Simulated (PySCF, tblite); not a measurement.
# C₆H₇NO₂: a rotation path, then NMR shifts on frames, part 1 of 2

How do NMR shifts of C₆H₇NO₂ (`CO[C@@H]1COC=C1C#N`) change as the atoms move?

Computed with tblite 0.8.0 and PySCF 2.14.0, with density-fitted response routines of our own, on a single molecule in the gas phase. Atoms count from 0, in the outputs and in this text.

**1. The starting structure**

16 atoms, charge 0, multiplicity 1; geometry from: GFN2-xTB.

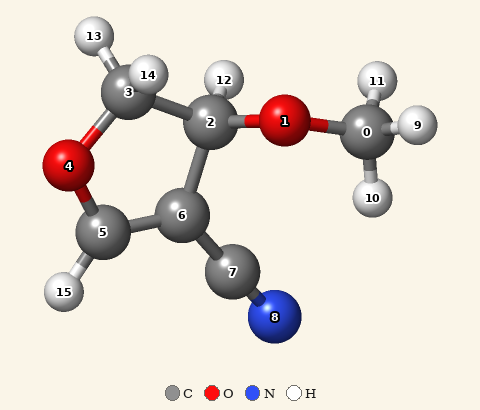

As it starts; carbon grey, oxygen red, nitrogen blue, hydrogen white, atoms numbered.

**2. A band between two rotamers with GFN2-xTB**

What the job is given:

```
{"job": {"kind": "neb", "xc": "GFN2-xTB", "basis": "xTB", "atoms": [6, 2, 1, 0], "turn": 120}, "charge": 0, "multiplicity": 1}
C      1.790473    -1.330976     0.143159
O      1.125561    -0.353824     0.910047
C      0.298370     0.508120     0.165186
C     -0.149883     1.660442     1.086214
O     -1.565677     1.571752     1.232458
C     -2.002584     0.561917     0.474073
C     -1.051098    -0.095009    -0.208091
C     -1.220690    -1.161483    -1.090527
N     -1.336423    -2.031663    -1.832071
H      2.428095    -1.874697     0.836312
H      1.086352    -2.023719    -0.327422
H      2.406001    -0.864856    -0.635495
H      0.843110     0.862351    -0.725029
H      0.090259     2.644766     0.678770
H      0.315989     1.543757     2.067716
H     -3.065453     0.392067     0.480774
```

With the program's defaults for keys left out, this is: GFN2-xTB climbing-image nudged elastic band, gas phase.

Launch:

```console
$ OMP_NUM_THREADS=1 python probes_run.py task.json out
```

One launch serves the whole session: the jobs run in the order shown.

Log:

```text
image   E - E0 / eV
  0       0.0000
  1       0.0115
  2       0.0361
  3       0.0637
  4       0.0842
  5       0.0923
  6       0.0892
  7       0.0818
  8       0.0707
```

Run time: 2 s. Hardware: 1 thread of Intel Xeon 6975P-C, shared host; peak memory 0.18 GiB.

The final band, with the dihedral C6–C2–O1–C0:

```tsv
image	dihedral (°)	energy (eV)	energy (kcal/mol)
0	79	0.000	0.0
1	90	0.012	0.3
2	101	0.036	0.8
3	112	0.064	1.5
4	123	0.084	1.9
5	135	0.092	2.1
6	146	0.089	2.1
7	157	0.082	1.9
8	163	0.071	1.6
```

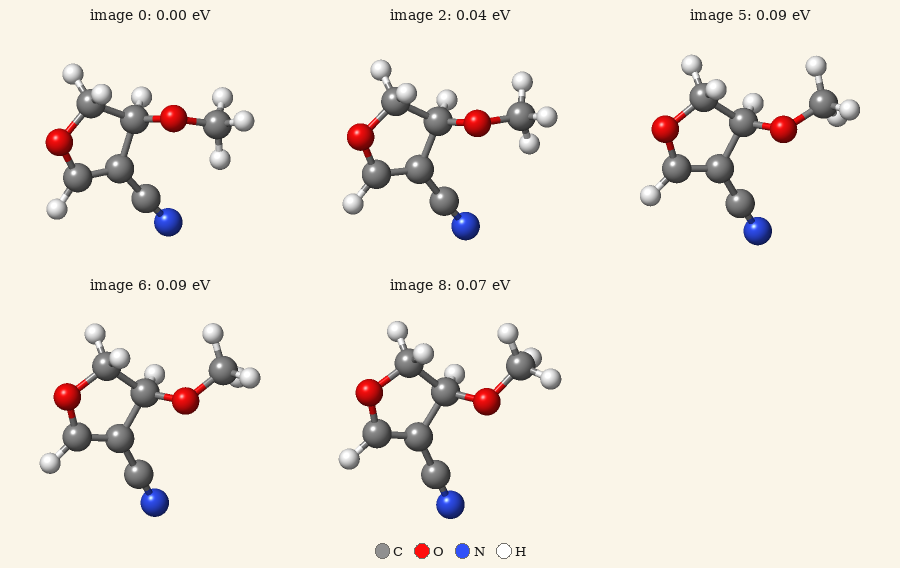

Images along the band.

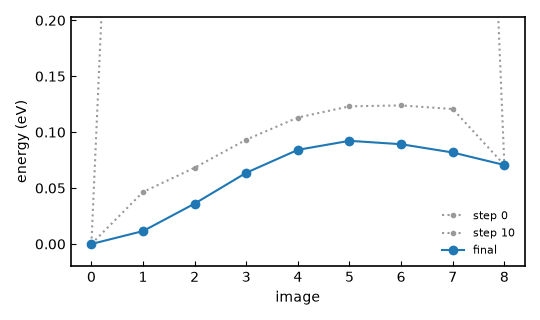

Energy along the band, early and final.

**3. Shielding tensors: image 0, PBE0/pcSseg-1**

What the job is given:

```
{"job": {"kind": "nmr", "xc": "PBE0", "basis": "pcSseg-1", "pop": false}, "charge": 0, "multiplicity": 1}
C      1.790500    -1.331000     0.143200
O      1.125600    -0.353800     0.910000
C      0.298400     0.508100     0.165200
C     -0.149900     1.660400     1.086200
O     -1.565700     1.571800     1.232500
C     -2.002600     0.561900     0.474100
C     -1.051100    -0.095000    -0.208100
C     -1.220700    -1.161500    -1.090500
N     -1.336400    -2.031700    -1.832100
H      2.428100    -1.874700     0.836300
H      1.086400    -2.023700    -0.327400
H      2.406000    -0.864900    -0.635500
H      0.843100     0.862400    -0.725000
H      0.090300     2.644800     0.678800
H      0.316000     1.543800     2.067700
H     -3.065500     0.392100     0.480800
```

With the program's defaults for keys left out, this is: GIAO PBE0/pcSseg-1 NMR shielding, non-relativistic, gas phase.

Log:

```text
coarse grid: 14096 points
cycle   1  E = -437.2563511859  dE =  1.596e+00  |g| = 7.558e-01  |ddm| = 3.818e+00
cycle   2  E = -437.0057935940  dE =  2.506e-01  |g| = 1.348e+00  |ddm| = 2.115e+00
cycle   3  E = -437.3582300744  dE = -3.524e-01  |g| = 2.230e-01  |ddm| = 1.506e+00
cycle   4  E = -437.3670964499  dE = -8.866e-03  |g| = 1.035e-01  |ddm| = 2.392e-01
cycle   5  E = -437.3692083089  dE = -2.112e-03  |g| = 1.808e-02  |ddm| = 9.463e-02
cycle   6  E = -437.3692723683  dE = -6.406e-05  |g| = 6.527e-03  |ddm| = 2.226e-02
cycle   7  E = -437.3692805737  dE = -8.205e-06  |g| = 2.438e-03  |ddm| = 7.339e-03
final grid: 138264 points
cycle   8  E = -437.4436585905  dE = -1.419e-05  |g| = 1.633e-02  |ddm| = 3.562e-02
cycle   9  E = -437.4435578849  dE =  1.007e-04  |g| = 2.811e-02  |ddm| = 3.370e-02
cycle  10  E = -437.4437069298  dE = -1.490e-04  |g| = 2.545e-03  |ddm| = 2.354e-02
cycle  11  E = -437.4437084254  dE = -1.496e-06  |g| = 4.579e-04  |ddm| = 2.438e-03
cycle  12  E = -437.4437084652  dE = -3.976e-08  |g| = 1.473e-04  |ddm| = 6.032e-04
cycle  13  E = -437.4437084696  dE = -4.410e-09  |g| = 4.067e-05  |ddm| = 1.675e-04
cycle  14  E = -437.4437084698  dE = -2.170e-10  |g| = 2.790e-05  |ddm| = 5.091e-05
converged SCF energy = -437.4437084698

GIAO shielding tensors (ppm)
atom      isotropic    diamagn.    paramagn.     s11        s22        s33       span
  0 C      127.046     246.149    -119.103     96.229    103.523    181.386     85.157
  1 O      270.640     397.273    -126.633    237.893    256.903    317.123     79.230
  2 C       98.857     243.379    -144.522     74.714     91.972    129.885     55.171
  3 C      105.686     247.971    -142.285     70.529     96.608    149.921     79.393
  4 O      171.425     394.309    -222.884     62.771    189.584    261.920    199.148
  5 C       15.076     247.246    -232.170    -89.434     40.600     94.061    183.495
  6 C       93.308     261.706    -168.398      4.026    127.800    148.098    144.072
  7 C       65.996     257.709    -191.712    -49.200    -44.492    291.681    340.881
  8 N      -61.345     341.505    -402.850   -225.772   -163.780    205.517    431.289
  9 H       27.903      28.748      -0.845     24.003     25.489     34.218     10.216
 10 H       27.253      31.252      -3.999     21.788     27.601     32.371     10.583
 11 H       28.381      29.993      -1.612     24.807     26.194     34.142      9.335
 12 H       26.881      31.815      -4.934     24.781     26.345     29.515      4.734
 13 H       26.997      28.896      -1.899     22.711     26.899     31.382      8.670
 14 H       27.218      29.390      -2.172     23.300     27.763     30.591      7.291
 15 H       24.518      28.583      -4.064     22.780     23.390     27.385      4.605
```

Run time: 18 s. Hardware: 1 thread of Intel Xeon 6975P-C, shared host; peak memory 0.85 GiB.

The references, computed at this level on geometries of the same kind, shield at (ppm): 1H TMS 31.72, 13C TMS 186.9, 15N NH3 267.7, 17O H2O 336.1. Their shielding less the atom's gives the shift. The references are single molecules in the gas phase, so shifts against H2O, NH3, PH3, H3PO4 or CFCl3 are not on the usual liquid scales and can be off by tens of ppm. Each atom is listed at this fixed geometry, with no averaging over motion; a spectrum would average atoms that exchange fast.

```tsv
atoms	environment	σ (ppm)	δ (ppm)
C5	alkene carbon bearing oxygen	15.1	171.8
C7	nitrile carbon	66.0	120.9
C6	β carbon of an enol-ether or enamine type C=C	93.3	93.6
C2	allylic sp3 CH bonded to O	98.9	88.1
C3	sp3 CH2 bonded to O	105.7	81.2
C0	methyl carbon bonded to O	127.0	59.9
H15	hydrogen on an alkene carbon bearing oxygen	24.52	7.20
H12	hydrogen on an allylic sp3 CH bonded to O	26.88	4.84
H13	hydrogen on an sp3 CH2 bonded to O	27.00	4.72
H14	hydrogen on an sp3 CH2 bonded to O	27.22	4.50
H10	hydrogen on a methyl carbon bonded to O	27.25	4.46
H9	hydrogen on a methyl carbon bonded to O	27.90	3.81
H11	hydrogen on a methyl carbon bonded to O	28.38	3.34
O4	ether oxygen	171.4	164.7
O1	ether oxygen	270.6	65.4
N8	nitrile nitrogen	-61.3	329.1
```

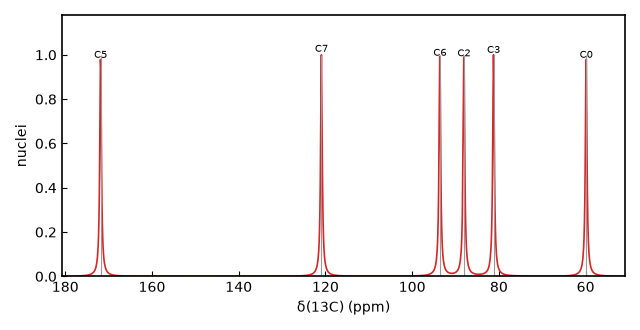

13C lines at the computed shifts, without couplings. Lines are broadened to a width of 0.45 ppm (Lorentzian).

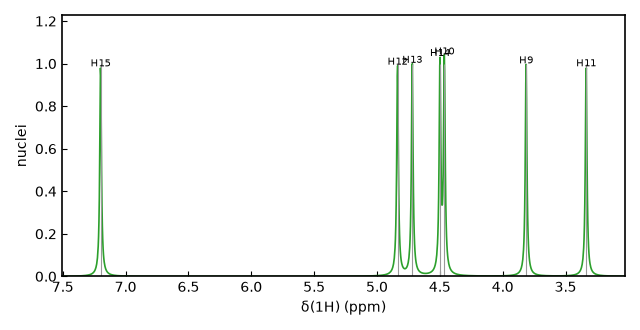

1H lines at the computed shifts, without couplings. Lines are broadened to a width of 0.02 ppm (Lorentzian).

Ring of atoms C2, C3, O4, C5, C6: NICS(0) -5.4, NICS(1) -3.3, NICS(1)zz -4.0 ppm (means of both faces).

**4. NMR shieldings: image 2, PBE0/pcSseg-1**

What the job is given:

```
{"job": {"kind": "nmr", "xc": "PBE0", "basis": "pcSseg-1", "pop": false}, "charge": 0, "multiplicity": 1}
C      1.934300    -1.262200     0.157400
O      0.985800    -0.532200     0.897500
C      0.222400     0.390000     0.153500
C     -0.123900     1.597600     1.052300
O     -1.541500     1.643600     1.186600
C     -2.065600     0.646200     0.465600
C     -1.174900    -0.111800    -0.193500
C     -1.417200    -1.185300    -1.050400
N     -1.573300    -2.061400    -1.777000
H      2.468700    -1.873500     0.880800
H      1.465700    -1.906500    -0.592500
H      2.640000    -0.587400    -0.340800
H      0.776200     0.686100    -0.748000
H      0.214000     2.547100     0.631100
H      0.320300     1.453500     2.040600
H     -3.138400     0.564900     0.492700
```

With the program's defaults for keys left out, this is: GIAO PBE0/pcSseg-1 NMR shielding, non-relativistic, gas phase.

Log:

```text
coarse grid: 14096 points
cycle   1  E = -437.2548767956  dE =  1.588e+00  |g| = 7.560e-01  |ddm| = 3.827e+00
cycle   2  E = -437.0077017718  dE =  2.472e-01  |g| = 1.342e+00  |ddm| = 2.109e+00
cycle   3  E = -437.3570628245  dE = -3.494e-01  |g| = 2.230e-01  |ddm| = 1.490e+00
cycle   4  E = -437.3659061247  dE = -8.843e-03  |g| = 1.039e-01  |ddm| = 2.403e-01
cycle   5  E = -437.3680406802  dE = -2.135e-03  |g| = 1.793e-02  |ddm| = 9.435e-02
cycle   6  E = -437.3681048306  dE = -6.415e-05  |g| = 6.021e-03  |ddm| = 2.192e-02
cycle   7  E = -437.3681117212  dE = -6.891e-06  |g| = 2.189e-03  |ddm| = 6.492e-03
final grid: 138264 points
cycle   8  E = -437.4426794055  dE = -1.460e-05  |g| = 1.602e-02  |ddm| = 3.382e-02
cycle   9  E = -437.4425887812  dE =  9.062e-05  |g| = 2.710e-02  |ddm| = 3.195e-02
cycle  10  E = -437.4427255343  dE = -1.368e-04  |g| = 2.564e-03  |ddm| = 2.242e-02
cycle  11  E = -437.4427270357  dE = -1.501e-06  |g| = 4.565e-04  |ddm| = 2.424e-03
cycle  12  E = -437.4427270751  dE = -3.939e-08  |g| = 1.515e-04  |ddm| = 5.871e-04
cycle  13  E = -437.4427270795  dE = -4.427e-09  |g| = 5.659e-05  |ddm| = 1.794e-04
cycle  14  E = -437.4427270800  dE = -4.892e-10  |g| = 3.082e-05  |ddm| = 7.213e-05
converged SCF energy = -437.4427270800

GIAO shielding tensors (ppm)
atom      isotropic    diamagn.    paramagn.     s11        s22        s33       span
  0 C      124.888     244.987    -120.098     91.877    100.174    182.613     90.736
  1 O      279.527     397.316    -117.789    237.499    266.915    334.168     96.669
  2 C       97.294     243.635    -146.341     72.489     88.833    130.561     58.072
  3 C      105.894     248.317    -142.422     70.222     96.997    150.464     80.243
  4 O      173.378     394.037    -220.659     66.315    189.398    264.421    198.105
  5 C       16.636     246.651    -230.015    -86.513     41.919     94.504    181.017
  6 C       92.469     260.912    -168.443      4.104    125.856    147.449    143.345
  7 C       67.044     257.679    -190.635    -46.070    -44.504    291.706    337.776
  8 N      -59.185     341.786    -400.970   -227.388   -165.713    215.547    442.935
  9 H       27.827      28.571      -0.744     24.078     25.135     34.267     10.189
 10 H       27.650      30.779      -3.129     22.661     26.863     33.426     10.765
 11 H       28.289      29.700      -1.411     24.251     26.272     34.343     10.092
 12 H       27.050      32.456      -5.406     25.104     27.066     28.979      3.875
 13 H       26.993      29.197      -2.204     22.770     27.071     31.138      8.368
 14 H       27.289      29.619      -2.331     23.275     27.921     30.671      7.396
 15 H       24.625      28.382      -3.757     22.804     23.574     27.496      4.692
```

It took 18 s on 1 thread of Intel Xeon 6975P-C, shared host; peak memory 0.9 GiB.

Key values: δ C5 170.3, C7 119.9, C6 94.5, C2 89.6, H15 7.09, H13 4.72 ppm.

(Continued in part 2 of 2.)
